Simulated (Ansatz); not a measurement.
# CH6AlN: rotation by 180° about the C1–Al2 bond

Aim: the minimum-energy path and barrier of the rotation by 180° about the C1–Al2 bond. The ends are relaxed first, then joined by a nudged elastic band. SMILES of the start: [CH3][AlH][NH2].

All numbers below are computed with Ansatz 0.2.0 (RHF/def2-SVPD).

### Step 1. Starting point

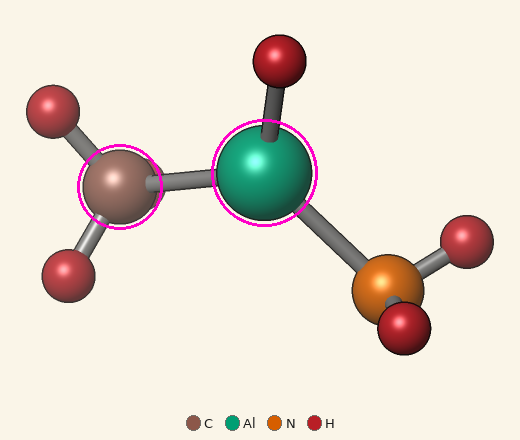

Start, viewed from a chosen angle; carbon brown, aluminium teal, nitrogen orange, hydrogen red. Ringed: C1, Al2.

Structure file:

```xyz
9

C    -0.8094    0.8366   -0.9814
Al    0.5775   -0.1481   -0.0785
N     0.1765   -1.0526    1.5471
H    -1.6197    0.2089   -1.2517
H    -0.4524    1.3284   -1.9392
H    -1.2264    1.6976   -0.3204
H     2.0717   -0.2070   -0.7083
H     0.4860   -2.0425    1.4028
H     0.8848   -0.6676    2.3125
```

### Step 2. Relaxing end A

The input, input.yaml:

```yaml
crystal:
  periodic: [false, false, false]
  atoms:
    - { symbol: C, position_ang: [-0.8094, 0.8366, -0.9814] }
    - { symbol: Al, position_ang: [0.5775, -0.1481, -0.0785] }
    - { symbol: "N", position_ang: [0.1765, -1.0526, 1.5471] }
    - { symbol: H, position_ang: [-1.6197, 0.2089, -1.2517] }
    - { symbol: H, position_ang: [-0.4524, 1.3284, -1.9392] }
    - { symbol: H, position_ang: [-1.2264, 1.6976, -0.3204] }
    - { symbol: H, position_ang: [2.0717, -0.207, -0.7083] }
    - { symbol: H, position_ang: [0.486, -2.0425, 1.4028] }
    - { symbol: H, position_ang: [0.8848, -0.6676, 2.3125] }
basis:
  gaussian: { orbitals: def2-SVPD }
hamiltonian:
  xc: hf
relax:
  f_tol: 0.015
  max_steps: 40
output:
  orbitals: {}
```

On the command line:

```sh
> ansatz run input.yaml --threads 2 --pin off --max-ram 3072MiB --backend cpu --events-out ev --progress --plain --runs-dir out
```

What it wrote, cut to the lines that bear on the results:

```text
Warning: RAYON_NUM_THREADS=2 ignored (pool sized by the plan → 2); use --threads N
[...]
Functional definition: HF
[...]
1172 factors; integrals over basis functions are off by at most 3.2e-4 eV
[...]
mean field -9186.31520076 eV, -337.5908569197 hartree, gradient 2.7e-5 eV, S^2 0.000000; 0 other end points of the search recorded, 0 dependent functions left out
[...]
reference -9186.31520076 eV, -337.5908569197 hartree; 16, 16 occupied and 96, 96 virtual orbitals, 1172 factors
relax step   1: F+E_penalty+E_count = -9186.31520076 eV  Δ(F+E_penalty+E_count) = +0.000e0 eV  max|allowed force component| = 3.312e0 eV/Å  Δτ_max = 0.0000 Å  (25 SCF iters, accepted)
[...]
relax step   6: F+E_penalty+E_count = -9187.19447356 eV  Δ(F+E_penalty+E_count) = -1.390e-1 eV  max|allowed force component| = 6.013e-1 eV/Å  Δτ_max = 0.1991 Å  (27 SCF iters, accepted)
[...]
relax step  11: F+E_penalty+E_count = -9187.34112325 eV  Δ(F+E_penalty+E_count) = -7.381e-4 eV  max|allowed force component| = 1.239e-1 eV/Å  Δτ_max = 0.0356 Å  (22 SCF iters, accepted)
[...]
relax step  16: F+E_penalty+E_count = -9187.34324254 eV  Δ(F+E_penalty+E_count) = -3.693e-4 eV  max|allowed force component| = 5.601e-2 eV/Å  Δτ_max = 0.0071 Å  (21 SCF iters, accepted)
[...]
relax step  20: F+E_penalty+E_count = -9187.34404942 eV  Δ(F+E_penalty+E_count) = -2.947e-4 eV  max|allowed force component| = 1.117e-2 eV/Å  Δτ_max = 0.0226 Å  (21 SCF iters, accepted)
relax step  21: F+E_penalty+E_count = -9187.34417695 eV  Δ(F+E_penalty+E_count) = -1.275e-4 eV  max|allowed force component| = 1.052e-1 eV/Å  Δτ_max = 0.0982 Å  (27 SCF iters, accepted)
```

### Step 3. The output, continued: end point A relaxed

The log, continued, cut to the lines that bear on the results:

```text
relax step  22: F+E_penalty+E_count = -9187.34483814 eV  Δ(F+E_penalty+E_count) = -6.612e-4 eV  max|allowed force component| = 3.061e-2 eV/Å  Δτ_max = 0.0248 Å  (21 SCF iters, accepted)
[...]
relax step  24: F+E_penalty+E_count = -9187.34224675 eV  Δ(F+E_penalty+E_count) = +2.882e-3 eV  max|allowed force component| = 2.198e-1 eV/Å  Δτ_max = 0.1223 Å  (27 SCF iters, rejected (line search))
[...]
relax step  26: F+E_penalty+E_count = -9187.34442965 eV  Δ(F+E_penalty+E_count) = +1.055e-3 eV  max|allowed force component| = 1.621e-1 eV/Å  Δτ_max = 0.0979 Å  (27 SCF iters, rejected (line search))
[...]
relax step  28: F+E_penalty+E_count = -9187.34556215 eV  Δ(F+E_penalty+E_count) = -7.729e-5 eV  max|allowed force component| = 5.566e-3 eV/Å  Δτ_max = 0.0061 Å  (21 SCF iters, accepted)
[...]
Total energy: -9187.34606492 eV, -337.6287404790 hartree
Atom 0 at    -0.774107     0.898265    -0.896772 Å, force     0.007762    -0.007390     0.000636 eV/Å
Atom 1 at     0.597416    -0.348152    -0.241230 Å, force     0.007328     0.009233     0.010250 eV/Å
Atom 2 at     0.559845    -0.928209     1.441985 Å, force    -0.005934     0.005101    -0.000891 eV/Å
Atom 3 at    -1.444483     0.404411    -1.608510 Å, force    -0.006096    -0.001174    -0.006751 eV/Å
Atom 4 at    -0.327921     1.743528    -1.430431 Å, force     0.001505     0.001466     0.001646 eV/Å
Atom 5 at    -1.396150     1.304561    -0.094705 Å, force    -0.005642     0.001840     0.003547 eV/Å
Atom 6 at     1.771781    -0.886926    -1.156363 Å, force    -0.004705    -0.004817    -0.001102 eV/Å
Atom 7 at     1.220250    -1.565634     1.838840 Å, force    -0.002210     0.000234     0.000743 eV/Å
Atom 8 at    -0.118030    -0.668144     2.130085 Å, force     0.007991    -0.004492    -0.008077 eV/Å
Dipole moment:    -0.092632     0.007232     0.168834 e Å
```

Wall time 88 s (2 threads of AMD EPYC, shared host); peak memory 0.23 GiB.

The steps of the relaxation, one in 2:

```tsv
step	energy from step 1 (eV)	largest force component (eV/Å)
1	0.0000	3.3122
3	-0.4852	1.0332
5	-0.7403	0.5717
7	-0.9869	0.3128
9	-1.0233	0.0570
11	-1.0259	0.1239
13	-1.0273	0.0060
15	-1.0277	0.1046
17	-1.0286	0.0258
19x	-1.0249	0.1606
21	-1.0290	0.1052
23	-1.0299	0.0315
25	-1.0303	0.0204
27x	-1.0270	0.5336
29	-1.0306	0.0176
31	-1.0309	0.0103
```

Step 1 is the start. 6 steps were tried and not accepted (marked x).

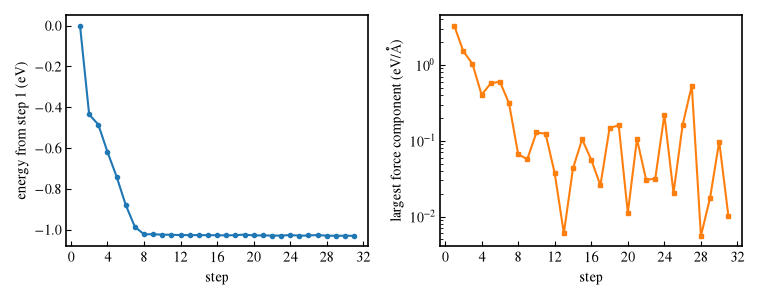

How energy and force went from step to step.

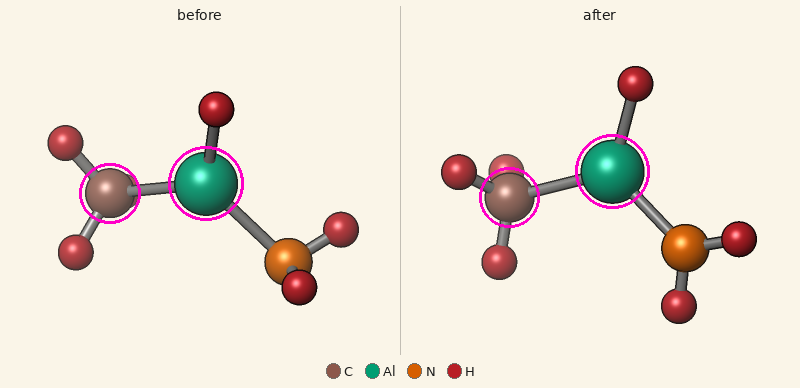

Before and after, at one scale.

After: Bond lengths: C1–Al2 1.966 Å, Al2–N3 1.781 Å, C1–H4 1.095 Å, C1–H5 1.095 Å, C1–H6 1.093 Å, Al2–H7 1.583 Å, N3–H8 1.000 Å, N3–H9 1.000 Å. Angles: C1–Al2–N3 120.5°, C1–Al2–H7 122.7°, N3–Al2–H7 116.8°, Al2–C1–H4 111.0°, Al2–C1–H5 111.6°, Al2–C1–H6 112.8°, H4–C1–H5 106.3°, H4–C1–H6 107.2°, H5–C1–H6 107.6°, Al2–N3–H8 124.7°, Al2–N3–H9 125.4°, H8–N3–H9 109.9°.

### Step 4. End point B

The second end starts from a geometry with the move made by hand.

The input, input.yaml:

```yaml
crystal:
  periodic: [false, false, false]
  atoms:
    - { symbol: C, position_ang: [-0.8094, 0.8366, -0.9814] }
    - { symbol: Al, position_ang: [0.5775, -0.1481, -0.0785] }
    - { symbol: "N", position_ang: [2.32657, -0.20073, -0.82648] }
    - { symbol: H, position_ang: [-1.6197, 0.2089, -1.2517] }
    - { symbol: H, position_ang: [-0.4524, 1.3284, -1.9392] }
    - { symbol: H, position_ang: [-1.2264, 1.6976, -0.3204] }
    - { symbol: H, position_ang: [0.2514, -0.91855, 1.31176] }
    - { symbol: H, position_ang: [2.96979, 0.11274, -0.06194] }
    - { symbol: H, position_ang: [2.5864, -1.2731, -0.96161] }
basis:
  gaussian: { orbitals: def2-SVPD }
hamiltonian:
  xc: hf
relax:
  f_tol: 0.015
  max_steps: 40
```

On the command line:

```sh
> ansatz run input.yaml --threads 2 --pin off --max-ram 3072MiB --backend cpu --events-out ev --progress --plain --runs-dir out
```

What it wrote, cut to the lines that bear on the results:

```text
Warning: RAYON_NUM_THREADS=2 ignored (pool sized by the plan → 2); use --threads N
[...]
[... 1 set-up line as earlier in the session ...]
[...]
1172 factors; integrals over basis functions are off by at most 2.4e-4 eV
[...]
mean field -9186.30979279 eV, -337.5906581805 hartree, gradient 2.9e-5 eV, S^2 0.000000; 0 other end points of the search recorded, 0 dependent functions left out
[...]
reference -9186.30979279 eV, -337.5906581805 hartree; 16, 16 occupied and 96, 96 virtual orbitals, 1172 factors
relax step   1: F+E_penalty+E_count = -9186.30979279 eV  Δ(F+E_penalty+E_count) = +0.000e0 eV  max|allowed force component| = 3.451e0 eV/Å  Δτ_max = 0.0000 Å  (24 SCF iters, accepted)
[...]
relax step   4: F+E_penalty+E_count = -9186.94156106 eV  Δ(F+E_penalty+E_count) = -8.568e-2 eV  max|allowed force component| = 4.637e-1 eV/Å  Δτ_max = 0.1998 Å  (26 SCF iters, accepted)
[...]
reference -9187.34624370 eV, -337.6287470491 hartree; 16, 16 occupied and 96, 96 virtual orbitals, 1172 factors
Total energy: -9187.34624370 eV, -337.6287470491 hartree
Atom 0 at    -0.780882     0.773610    -1.028880 Å, force     0.000436    -0.001886    -0.000871 eV/Å
Atom 1 at     0.586702    -0.072981     0.101052 Å, force     0.001692     0.003828     0.003667 eV/Å
Atom 2 at     2.218982    -0.388235    -0.536215 Å, force    -0.001633    -0.002438    -0.001309 eV/Å
Atom 3 at    -1.584612     0.068169    -1.266926 Å, force    -0.001801     0.001661     0.000196 eV/Å
Atom 4 at    -0.381170     1.141917    -1.977734 Å, force    -0.000233    -0.001858     0.000903 eV/Å
Atom 5 at    -1.255065     1.618846    -0.519540 Å, force     0.001252     0.000228    -0.000952 eV/Å
Atom 6 at     0.307420    -0.511797     1.596493 Å, force    -0.001172    -0.002022    -0.001622 eV/Å
Atom 7 at     2.957333    -0.821542    -0.019523 Å, force     0.000938     0.001054     0.000237 eV/Å
Atom 8 at     2.535053    -0.164228    -1.458198 Å, force     0.000523     0.001434    -0.000249 eV/Å
Dipole moment:     0.117305     0.015083    -0.152881 e Å
```

Wall time 38 s (2 threads of AMD EPYC, shared host); peak memory 0.23 GiB.

Step by step:

```tsv
step	energy from step 1 (eV)	largest force component (eV/Å)
1	0.0000	3.4510
2	-0.4389	1.2131
3	-0.5461	0.6361
4	-0.6318	0.4637
5	-0.7228	0.8305
6	-0.8593	0.7129
7	-0.9217	1.5586
8	-1.0236	0.3250
9	-1.0352	0.0433
10	-1.0357	0.0919
11	-1.0364	0.0164
12x	-1.0364	0.0268
13	-1.0365	0.0038
```

Step 1 is the start. 1 step was tried and not accepted (marked x).

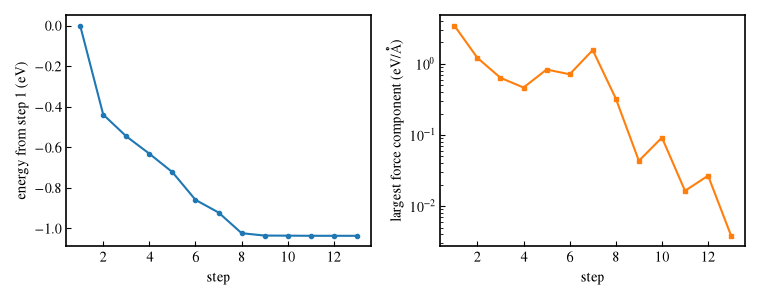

How energy and force went from step to step.

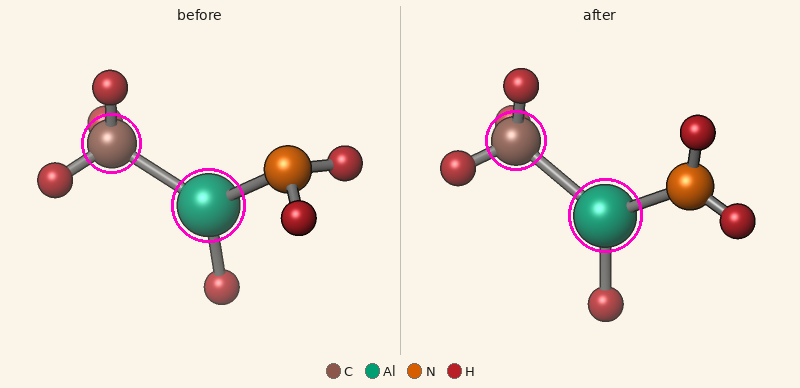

The structure before (left) and after (right), drawn at the same scale.

After: Bond lengths: C1–Al2 1.966 Å, Al2–N3 1.780 Å, C1–H4 1.096 Å, C1–H5 1.094 Å, C1–H6 1.095 Å, Al2–H7 1.583 Å, N3–H8 1.000 Å, N3–H9 1.000 Å. Angles: C1–Al2–N3 120.6°, C1–Al2–H7 122.7°, N3–Al2–H7 116.8°, Al2–C1–H4 111.0°, Al2–C1–H5 112.9°, Al2–C1–H6 111.5°, H4–C1–H5 107.2°, H4–C1–H6 106.3°, H5–C1–H6 107.6°, Al2–N3–H8 124.7°, Al2–N3–H9 125.5°, H8–N3–H9 109.9°.

(Part 1 of 2 ends here.)
